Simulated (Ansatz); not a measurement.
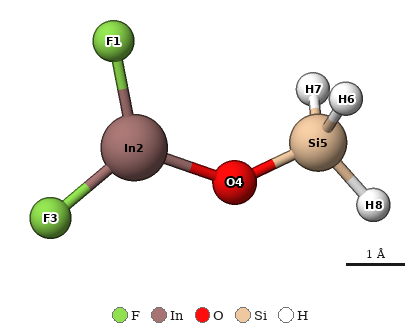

**Figure 1.** The input geometry (ball-and-stick view, seen at a tilt; atoms are numbered from 1 in the order of the input). Sticks mark near contacts. Bond lengths as drawn: F–In 1.92 to 1.93 Å, H–Si 1.48 to 1.49 Å, In–O 1.94 Å and O–Si 1.64 Å.

# InSiH3OF2: single-point calculation

InSiH3OF2, computed with RKS PBE0-D4/def2-TZVPP (Ansatz 0.2.0).

The geometry comes from this level: PBE0-D4/def2-TZVP.

Output:
```
Functional definition: PBE0
  name "PBE0"
  cite "Adamo & Barone, J. Chem. Phys. 110, 6158 (1999) doi:10.1063/1.478522"
  cite "Perdew, Burke & Ernzerhof, Phys. Rev. Lett. 77, 3865 (1996) doi:10.1103/PhysRevLett.77.3865"
  parent pbe
  parameter a = 0.25
  parameter kappa = 0.804
  parameter beta = 0.06672455060314922
  exchange = (1 - a)*pbe_x(kappa = kappa, mu = beta*pi^2/3) + a*exact_x
  correlation = pbe_c(beta = beta)
1412 factors; their error is unknown
mean field evaluation 1: about -20566.5800 eV, gradient 8.0e1 eV
mean field evaluation 2: about -20531.6605 eV, gradient 1.6e2 eV
mean field evaluation 4: about -20576.3421 eV, gradient 1.5e1 eV
mean field evaluation 8: about -20576.7414 eV, gradient 2.5e-1 eV
mean field evaluation 16: about -20576.7414 eV, gradient 4.2e-5 eV
mean field -20576.74140806 eV, -756.1812993301 hartree, gradient 4.2e-5 eV, S^2 0.000000; 0 other end points of the search recorded, 0 dependent functions left out
reference -20576.74146014 eV, -756.1813012437 hartree; 32, 32 occupied and 195, 195 virtual orbitals, 1412 factors
Total energy: -20576.87746016 eV, -756.1862991523 hartree
```

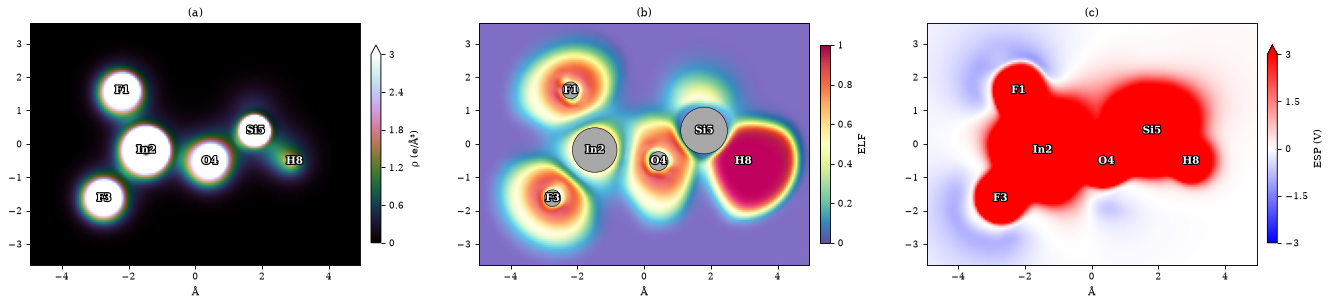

**Figure 2.** (a) electron density; (b) ELF; (c) molecular electrostatic potential on the plane of atoms F3, In2 and O4. Grey discs, where drawn, cover atomic cores. Atoms in the plane: F, In, O, Si and H. In–F (1.92 Å): ρ is about 0.85 e/Å³ halfway; the ELF peaks at about 0.80 in the valence shell of F, 0.5 Å from its nucleus, and drops to about 0.15 between the two atoms.

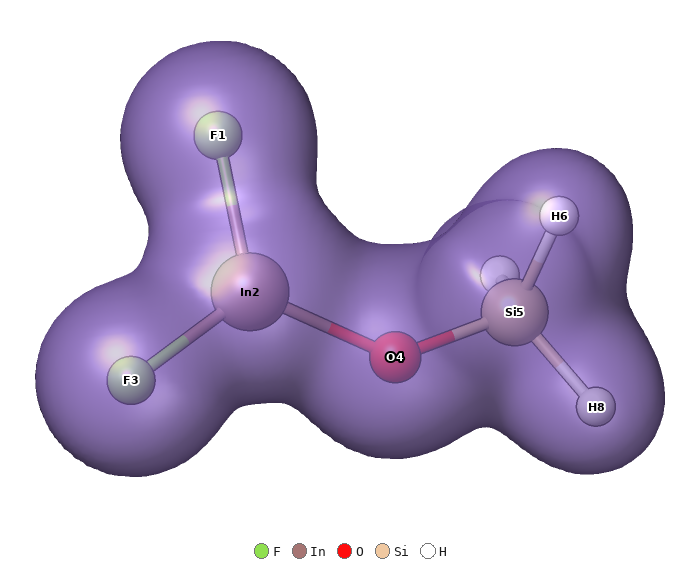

**Figure 3.** Isosurface of the total electron density at 0.1 e/Å³ (purple), seen at a tilt. At this value the surface is in one piece. On the grid the lowest density along these lines, outside the cores, is 1 e/Å³ (Si–O, 1.64 Å), 0.81 e/Å³ (In–F, 1.92 Å), 0.83 e/Å³ (In–O, 1.94 Å) and 0.83 e/Å³ (Si–H, 1.48 Å).

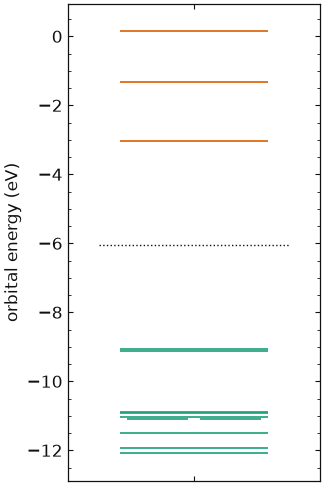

**Figure 4.** Orbital energies near the frontier; the dotted line parts filled from empty levels, and levels within 0.02 eV of each other stand side by side. Highest filled −9.05 eV, lowest empty −3.05 eV, 6.00 eV apart.

The run was set up as follows.

Input file:
```yaml
crystal:
  periodic: [false, false, false]
  atoms:
    - {symbol: F, position_ang: [0.514458, -1.755038, 2.213074]}
    - {symbol: In, position_ang: [1.002471, -1.487778, 0.367135]}
    - {symbol: F, position_ang: [2.249692, -2.739678, -0.386002]}
    - {symbol: O, position_ang: [0.275468, -0.026090, -0.684833]}
    - {symbol: Si, position_ang: [-0.771038, 1.214322, -0.428794]}
    - {symbol: H, position_ang: [-0.333083, 2.050482, 0.722171]}
    - {symbol: H, position_ang: [-2.138558, 0.701583, -0.142674]}
    - {symbol: H, position_ang: [-0.799399, 2.042209, -1.660067]}
basis:
  gaussian: {orbitals: def2-TZVPP}
hamiltonian: {xc: pbe0, dispersion: d4}
output: {orbitals: {seedname: orbitals}}
```

Launched with:
```bash
ansatz run in.yaml --threads 4 --pin off --events-out ev --progress --plain --max-ram 10444MiB
```

Results in brief:

- outcome: converged
- total energy: −20576.8775 eV
- mean-field energy: −20576.7415 eV
- dispersion energy: −0.1360 eV
- SCF solution under orbital rotations: stable
- HOMO: −9.05 eV
- LUMO: −3.05 eV
- hardware: 4 threads of Arm Neoverse V2, 23 GiB of memory available, shared host
- wall time: 2.6 s (CPU time 9.5 s)
- peak memory: 0.57 GiB
